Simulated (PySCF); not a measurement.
# Zn²⁺, Zn³⁺: ionisation energy in aug-cc-pVDZ-DK

Aim: the ionisation energy of zinc from differences of total energies, at each level of theory, and how far each lands from the tabulated value where there is one.

Program: PySCF 2.14.0. Level of theory: unrestricted determinants in a Gaussian basis, no spin-orbit coupling in the energies. These are calculated values, not measurements, unless marked.

6 further runs of the same task are left out: 1 that didn't finish, 5 set aside as unsound or not needed.

## Step 1: The system

* Element: zinc (Z = 30)
* Basis: aug-cc-pVDZ-DK
* Hamiltonian: scalar relativity by spin-free X2C-1e
* State 1: Zn²⁺: [Ar] 3d10, closed-shell 1S
* State 2: Zn³⁺: [Ar] 3d9, 2D determinant
* Methods: UHF, M06-2X, LDA, MP2
* Core shells frozen in the correlated runs: valence: [Ar] (for Zn²⁺)

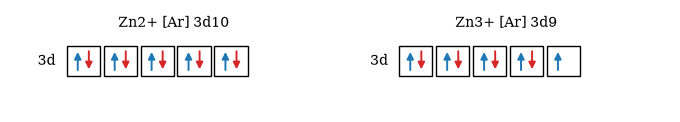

The shells outside the core, filled by Hund's rule for the drawing.

The runs were made by one driver on top of PySCF. The scripts below sum up each run's settings (the driver also hands on starting orbitals that pick excited configurations, and frozen orbitals as a list rather than a count), and the logs come from the driver's own runs. The driver starts from symmetry-adapted Hartree-Fock orbitals, holds the occupation by maximum overlap and uses a logarithmic radial grid for functionals, so a plain start would take other cycles.

It was started by

```
> OMP_NUM_THREADS=1 python atomrun2.py TASK.json OUT
```

The integrals over 59 functions and the set-up took 1.3 s of CPU time.

## Step 2: Zn²⁺, method by method

#### UHF

input.py reads:

```python
from pyscf import gto, scf, dft, mp, cc
import basis_set_exchange as bse
mol = gto.M(atom="Zn 0 0 0", charge=2, spin=0, symmetry="D2h",
            basis=gto.basis.parse(bse.get_basis("aug-cc-pVDZ-DK", elements=["Zn"], fmt="nwchem", header=False)),
            nucmod="G")
mf = scf.UHF(mol).sfx2c1e()
mf.irrep_nelec = {'Ag': (5, 5), 'B1g': (1, 1), 'B2g': (1, 1), 'B3g': (1, 1), 'B1u': (2, 2), 'B2u': (2, 2), 'B3u': (2, 2)}
mf.kernel()
```

The program printed:

```text
damping factor = 0
level_shift factor = 0
DIIS = <class 'pyscf.scf.diis.CDIIS'>
diis_start_cycle = 1
diis_space = 10
diis_damp = 0
SCF conv_tol = 1e-09
SCF conv_tol_grad = None
number electrons alpha = 14  beta = 14
cycle= 1 E= -1793.36104231881  delta_E= 4.55e-13  |g|= 7.65e-06  |ddm|= 1.26e-05
converged SCF energy = -1793.36104231881  <S^2> = -1.7763568e-14  2S+1 = 1
```

It took 0.56 s on 1 thread of Intel Xeon Platinum 8559C, shared host, the integrals not counted.

Orbital energies by shell (radii are means over both spins):

```
shell  electrons  mean orbital energy (eV)  spread (eV)  rms radius (bohr)
   1s          2                   -9749.9            0             0.0580
   2s          2                   -1253.7            0              0.244
   2p          6                   -1085.3            0              0.219
   3s          2                   -178.16            0              0.733
   3p          6                   -126.12            0              0.776
   3d         10                   -41.372            0              0.982
```

⟨S²⟩ = 0.000, ⟨L²⟩ = 0.00.

#### M06-2X

input.py differs from the last one in:

```diff
@@ -5,3 +5,3 @@
             nucmod="G")
-mf = scf.UHF(mol).sfx2c1e()
+mf = dft.UKS(mol, xc="M062X").sfx2c1e()
 mf.irrep_nelec = {'Ag': (5, 5), 'B1g': (1, 1), 'B2g': (1, 1), 'B3g': (1, 1), 'B1u': (2, 2), 'B2u': (2, 2), 'B3u': (2, 2)}
```

The program printed:

```text
damping factor = 0
level_shift factor = 0
DIIS = <class 'pyscf.scf.diis.CDIIS'>
diis_start_cycle = 1
diis_space = 10
diis_damp = 0
SCF conv_tol = 1e-09
SCF conv_tol_grad = None
number electrons alpha = 14  beta = 14
XC functionals = M062X
    Y. Zhao and D. G. Truhlar.,  Theor. Chem. Acc. 120, 215 (2008)
    Y. Zhao and D. G. Truhlar.,  Theor. Chem. Acc. 120, 215 (2008)
cycle= 1 E= -1794.9421062085  delta_E= -0.00509  |g|= 0.0512  |ddm|= 0.144
cycle= 2 E= -1794.94182444115  delta_E= 0.000282  |g|= 0.0696  |ddm|= 0.0787
cycle= 3 E= -1794.94245307327  delta_E= -0.000629  |g|= 0.000337  |ddm|= 0.0462
cycle= 4 E= -1794.94245308941  delta_E= -1.61e-08  |g|= 2.26e-05  |ddm|= 0.000379
cycle= 5 E= -1794.94245308948  delta_E= -7.19e-11  |g|= 2.11e-06  |ddm|= 3.56e-05
converged SCF energy = -1794.94245308948  <S^2> = -1.0658141e-14  2S+1 = 1
```

It took 1.6 s on 1 thread of Intel Xeon Platinum 8559C, shared host, the integrals not counted.

#### LDA

input.py differs from the last one in:

```diff
@@ -5,3 +5,3 @@
             nucmod="G")
-mf = dft.UKS(mol, xc="M062X").sfx2c1e()
+mf = dft.UKS(mol, xc="LDA,VWN").sfx2c1e()
 mf.irrep_nelec = {'Ag': (5, 5), 'B1g': (1, 1), 'B2g': (1, 1), 'B3g': (1, 1), 'B1u': (2, 2), 'B2u': (2, 2), 'B3u': (2, 2)}
```

The program printed:

```text
damping factor = 0
level_shift factor = 0
DIIS = <class 'pyscf.scf.diis.CDIIS'>
diis_start_cycle = 1
diis_space = 10
diis_damp = 0
SCF conv_tol = 1e-09
SCF conv_tol_grad = None
number electrons alpha = 14  beta = 14
XC functionals = LDA,VWN
    P. A. M. Dirac.,  Math. Proc. Cambridge Philos. Soc. 26, 376 (1930)
    F. Bloch.,  Z. Phys. 57, 545 (1929)
    S. H. Vosko, L. Wilk, and M. Nusair.,  Can. J. Phys. 58, 1200 (1980)
cycle= 1 E= -1791.84610732822  delta_E= -0.00525  |g|= 0.28  |ddm|= 0.332
cycle= 2 E= -1791.8160592464  delta_E= 0.03  |g|= 0.555  |ddm|= 0.474
cycle= 3 E= -1791.85741145671  delta_E= -0.0414  |g|= 0.0148  |ddm|= 0.318
cycle= 4 E= -1791.85744798185  delta_E= -3.65e-05  |g|= 0.000648  |ddm|= 0.00794
cycle= 5 E= -1791.85744803817  delta_E= -5.63e-08  |g|= 2.23e-05  |ddm|= 0.000362
cycle= 6 E= -1791.85744803824  delta_E= -6.87e-11  |g|= 1.84e-08  |ddm|= 1.27e-05
converged SCF energy = -1791.85744803824  <S^2> = -1.2434498e-14  2S+1 = 1
```

It took 0.35 s on 1 thread of Intel Xeon Platinum 8559C, shared host, the integrals not counted.

#### MP2 (valence)

input.py differs from the last one in:

```diff
@@ -5,4 +5,5 @@
             nucmod="G")
-mf = dft.UKS(mol, xc="LDA,VWN").sfx2c1e()
+mf = scf.UHF(mol).sfx2c1e()
 mf.irrep_nelec = {'Ag': (5, 5), 'B1g': (1, 1), 'B2g': (1, 1), 'B3g': (1, 1), 'B1u': (2, 2), 'B2u': (2, 2), 'B3u': (2, 2)}
 mf.kernel()
+mp.UMP2(mf, frozen=9).kernel()
```

The driver printed no log here.

It took 0.05 s on 1 thread of Intel Xeon Platinum 8559C, shared host, the integrals not counted.

With 10 electrons correlated, the MP2 correlation energy is -0.38233 hartree (-0.14409 same spin, -0.23824 opposite spin); the SCS form gives -0.33392. Largest pairs of shells: 3d-3d -0.3823.

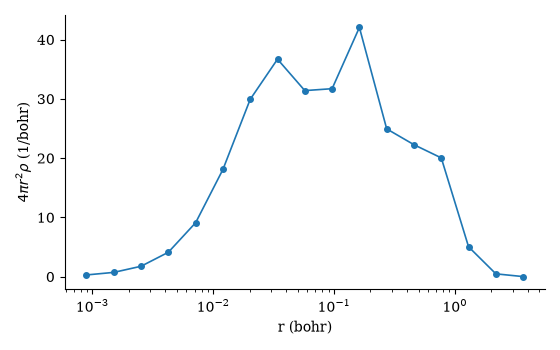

Radial density 4πr²ρ of Zn²⁺ at UHF, at 17 stored radii joined by straight lines.

## Step 3: Zn³⁺

#### UHF

input.py reads:

```python
from pyscf import gto, scf, dft, mp, cc
import basis_set_exchange as bse
mol = gto.M(atom="Zn 0 0 0", charge=3, spin=1, symmetry="D2h",
            basis=gto.basis.parse(bse.get_basis("aug-cc-pVDZ-DK", elements=["Zn"], fmt="nwchem", header=False)),
            nucmod="G")
mf = scf.UHF(mol).sfx2c1e()
mf.irrep_nelec = {'Ag': (5, 4), 'B1g': (1, 1), 'B2g': (1, 1), 'B3g': (1, 1), 'B1u': (2, 2), 'B2u': (2, 2), 'B3u': (2, 2)}
mf.kernel()
```

The program printed:

```text
damping factor = 0
level_shift factor = 0
DIIS = <class 'pyscf.scf.diis.CDIIS'>
diis_start_cycle = 1
diis_space = 10
diis_damp = 0
SCF conv_tol = 1e-09
SCF conv_tol_grad = None
number electrons alpha = 14  beta = 13
cycle= 1 E= -1791.99833099767  delta_E= -0.00398  |g|= 0.0209  |ddm|= 0.0279
cycle= 2 E= -1791.99838027462  delta_E= -4.93e-05  |g|= 0.00262  |ddm|= 0.0037
cycle= 3 E= -1791.99838147332  delta_E= -1.2e-06  |g|= 0.000486  |ddm|= 0.00143
cycle= 4 E= -1791.99838155533  delta_E= -8.2e-08  |g|= 0.000233  |ddm|= 0.000504
cycle= 5 E= -1791.9983815902  delta_E= -3.49e-08  |g|= 3.89e-05  |ddm|= 0.000367
cycle= 6 E= -1791.99838159163  delta_E= -1.42e-09  |g|= 6.85e-06  |ddm|= 7.73e-05
cycle= 7 E= -1791.99838159167  delta_E= -3.8e-11  |g|= 9.36e-07  |ddm|= 1.12e-05
converged SCF energy = -1791.99838159167  <S^2> = 0.75087694  2S+1 = 2.0008767
```

It took 0.26 s on 1 thread of Intel Xeon Platinum 8559C, shared host, the integrals not counted.

Orbital energies by shell (radii are means over both spins):

```
shell  electrons  mean orbital energy (eV)  spread (eV)  rms radius (bohr)
 1s α          1                   -9772.1            0             0.0580
 1s β          1                   -9772.1            0             0.0580
 2s α          1                   -1277.2            0              0.244
 2s β          1                   -1275.9            0              0.244
 2p α          3                   -1108.7        1.405              0.219
 2p β          3                   -1107.5        0.031              0.219
 3s α          1                   -201.40            0              0.727
 3s β          1                   -198.32            0              0.727
 3p α          3                   -149.17        2.685              0.766
 3p β          3                   -145.50        1.681              0.766
 3d α          5                   -63.800        3.201              0.911
 3d β          4                   -62.011        2.510              0.911
```

⟨S²⟩ = 0.751, ⟨L²⟩ = 6.01.

#### M06-2X

input.py differs from the last one in:

```diff
@@ -5,3 +5,3 @@
             nucmod="G")
-mf = scf.UHF(mol).sfx2c1e()
+mf = dft.UKS(mol, xc="M062X").sfx2c1e()
 mf.irrep_nelec = {'Ag': (5, 4), 'B1g': (1, 1), 'B2g': (1, 1), 'B3g': (1, 1), 'B1u': (2, 2), 'B2u': (2, 2), 'B3u': (2, 2)}
```

The program printed:

```text
damping factor = 0
level_shift factor = 0
DIIS = <class 'pyscf.scf.diis.CDIIS'>
diis_start_cycle = 1
diis_space = 10
diis_damp = 0
SCF conv_tol = 1e-09
SCF conv_tol_grad = None
number electrons alpha = 14  beta = 13
XC functionals = M062X
    Y. Zhao and D. G. Truhlar.,  Theor. Chem. Acc. 120, 215 (2008)
    Y. Zhao and D. G. Truhlar.,  Theor. Chem. Acc. 120, 215 (2008)
cycle= 1 E= -1793.49865559563  delta_E= -0.00496  |g|= 0.0145  |ddm|= 0.116
cycle= 2 E= -1793.49866648375  delta_E= -1.09e-05  |g|= 0.0123  |ddm|= 0.0167
cycle= 3 E= -1793.49868564218  delta_E= -1.92e-05  |g|= 0.0012  |ddm|= 0.0108
cycle= 4 E= -1793.49868588253  delta_E= -2.4e-07  |g|= 7.36e-05  |ddm|= 0.000768
cycle= 5 E= -1793.49868588699  delta_E= -4.46e-09  |g|= 1.15e-05  |ddm|= 0.000125
cycle= 6 E= -1793.49868588711  delta_E= -1.28e-10  |g|= 1.13e-06  |ddm|= 2.39e-05
converged SCF energy = -1793.49868588711  <S^2> = 0.75046222  2S+1 = 2.0004622
```

It took 1.4 s on 1 thread of Intel Xeon Platinum 8559C, shared host, the integrals not counted.

#### LDA

input.py differs from the last one in:

```diff
@@ -5,3 +5,3 @@
             nucmod="G")
-mf = dft.UKS(mol, xc="M062X").sfx2c1e()
+mf = dft.UKS(mol, xc="LDA,VWN").sfx2c1e()
 mf.irrep_nelec = {'Ag': (5, 4), 'B1g': (1, 1), 'B2g': (1, 1), 'B3g': (1, 1), 'B1u': (2, 2), 'B2u': (2, 2), 'B3u': (2, 2)}
```

The program printed:

```text
damping factor = 0
level_shift factor = 0
DIIS = <class 'pyscf.scf.diis.CDIIS'>
diis_start_cycle = 1
diis_space = 10
diis_damp = 0
SCF conv_tol = 1e-09
SCF conv_tol_grad = None
number electrons alpha = 14  beta = 13
XC functionals = LDA,VWN
    P. A. M. Dirac.,  Math. Proc. Cambridge Philos. Soc. 26, 376 (1930)
    F. Bloch.,  Z. Phys. 57, 545 (1929)
    S. H. Vosko, L. Wilk, and M. Nusair.,  Can. J. Phys. 58, 1200 (1980)
cycle= 1 E= -1790.36143001446  delta_E= -0.00845  |g|= 0.137  |ddm|= 0.254
cycle= 2 E= -1790.35892872119  delta_E= 0.0025  |g|= 0.196  |ddm|= 0.235
cycle= 3 E= -1790.36397745638  delta_E= -0.00505  |g|= 0.00162  |ddm|= 0.138
cycle= 4 E= -1790.36397785939  delta_E= -4.03e-07  |g|= 2.97e-05  |ddm|= 0.00107
cycle= 5 E= -1790.36397785956  delta_E= -1.75e-10  |g|= 4.63e-06  |ddm|= 3.52e-05
converged SCF energy = -1790.36397785956  <S^2> = 0.75017047  2S+1 = 2.0001705
```

Time after the integrals: 0.34 s (1 thread of Intel Xeon Platinum 8559C, shared host).

#### MP2 (valence)

input.py differs from the last one in:

```diff
@@ -5,4 +5,5 @@
             nucmod="G")
-mf = dft.UKS(mol, xc="LDA,VWN").sfx2c1e()
+mf = scf.UHF(mol).sfx2c1e()
 mf.irrep_nelec = {'Ag': (5, 4), 'B1g': (1, 1), 'B2g': (1, 1), 'B3g': (1, 1), 'B1u': (2, 2), 'B2u': (2, 2), 'B3u': (2, 2)}
 mf.kernel()
+mp.UMP2(mf, frozen=9).kernel()
```

The driver printed no log here.

It took 0.05 s on 1 thread of Intel Xeon Platinum 8559C, shared host, the integrals not counted.

With 9 electrons correlated, the MP2 correlation energy is -0.27802 hartree (-0.10503 same spin, -0.17300 opposite spin); the SCS form gives -0.24261. Largest pairs of shells: 3d-3d -0.2780.

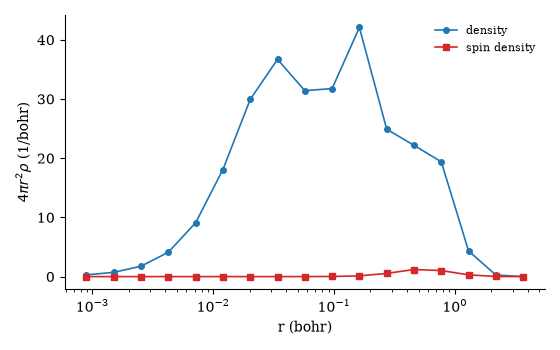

Radial density 4πr²ρ of Zn³⁺ at UHF, at 17 stored radii joined by straight lines.

## Step 4: Orbital energies side by side

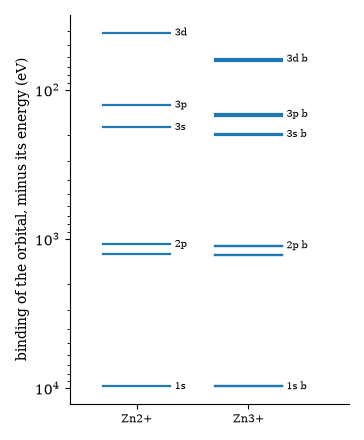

Hartree-Fock orbital energies of the states on a logarithmic scale (a, b: spin up and down; * marks an excited configuration).

## Step 5: The energy differences

Ionisation energy: Zn²⁺ [Ar] 3d10 (1S) → Zn³⁺ [Ar] 3d9 (2D).

```
           method  value (eV)  less the reference (eV)  CPU time, both states (s)
              UHF      37.080                   -2.643                       0.82
           M06-2X      39.287                   -0.436                        3.1
              LDA      40.639                   +0.916                       0.69
    MP2 (valence)      39.918                   +0.195                       0.92
SCS-MP2 (valence)      39.565                   -0.159                       0.92
```

Reference: 39.723 eV (measured; NIST Atomic Spectra Database, ionization energies). The reference lies between the lowest fine-structure levels, while these numbers refer to the centres of the terms. Errors of the correlated levels include the incompleteness of this basis.

Times are CPU seconds on a shared host without the integrals; correlated rows include their Hartree-Fock run, whose time holds the symmetry-adapted start and any spin-orbit constants, while functionals begin from orbitals already made.

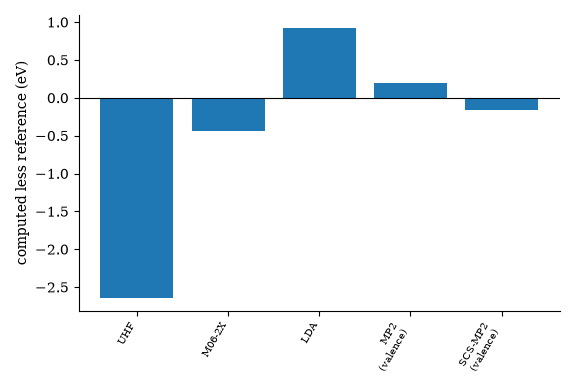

Computed less reference values by method, where the reference is not like for like or is itself uncertain.

## Step 6: What came out

| quantity | value |
| --- | --- |
| ionisation energy, Zn²⁺ | UHF 37.080, MP2 (valence) 39.918 eV; reference 39.723 |

What this shows: The methods span 3.560 eV, from UHF (37.080) to LDA (40.639). The reference is uncertain or not like for like (spin-orbit coupling or other relativistic terms), so no ranking of close methods is drawn. The basis is finite, and no extrapolation was made.
